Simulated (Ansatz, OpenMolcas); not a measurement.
# Calibrating SVWN5/cc-pVTZ on N-containing molecules

The atomisation enthalpy at 298 K in kJ/mol of 8 N-containing molecules: x at SVWN5/cc-pVTZ, y from tabulated heats of molecules and atoms (Active Thermochemical Tables, NIST-JANAF tables). Shapes, held fixed at every level: PBE0-D4/def2-TZVP. Computed values hold a harmonic thermal term (PBE0-D4/def2-TZVP) and the atoms' spin-orbit lowering. Programs: OpenMolcas 26.06.

| molecule | x (kJ/mol) | y (kJ/mol) |
| --- | --- | --- |
| NClO (nitrosyl chloride) | 1099 | 790 |
| NF3 (nitrogen trifluoride) | 1291 | 843 |
| HCN (hydrogen cyanide) | 1474 | 1278 |
| N2O (nitrous oxide) | 1492 | 1112 |
| NO2F (nitryl fluoride) | 1713 | ? |
| CH3N (methanimine) | 2020 | 1755 |
| HOCN (cyanic acid) | 2024 | 1671 |
| C2N2 (bisisocyanide) | 2196 | 1766 |

Task: Fit y = c + s·x to the known rows and predict y for NO2F.

Result: 
1. Means of the 7 rows: x = 1656.57, y = 1316.4.
2. Σ(Δx)² = 1063012, Σ(Δx·Δy) = 1039433, so the slope is 1039433/1063012 = 0.97782.
3. Intercept: 1316.4 − (0.97782) × 1656.57 = -303.4. The largest residual of the fit is 140.
4. NO2F: -303.4 + 0.97782 × 1713 = 1372 kJ/mol.

The tabulated heats give 1159 kJ/mol, so the prediction is off by +213 kJ/mol, more than the largest residual. Uncorrected, SVWN5/cc-pVTZ misses NO2F by +554 kJ/mol, and the other rows by 340 on average. The line removes about 60 % of this miss. Left out in turn, the other rows are missed by 95 kJ/mol on average. The heats of NO2F (nitryl fluoride) come from older tables and can be uncertain by 10 kJ/mol or more.

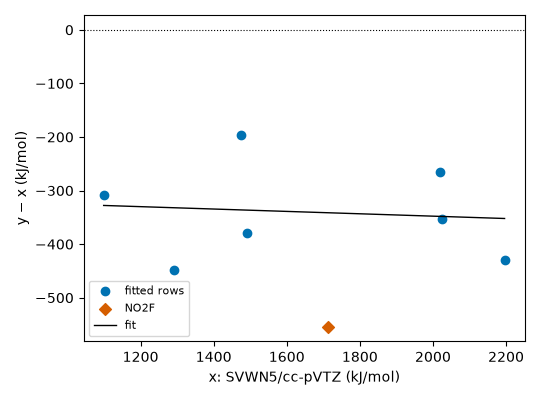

The correction y − x against x, with the fitted line and the withheld molecule.
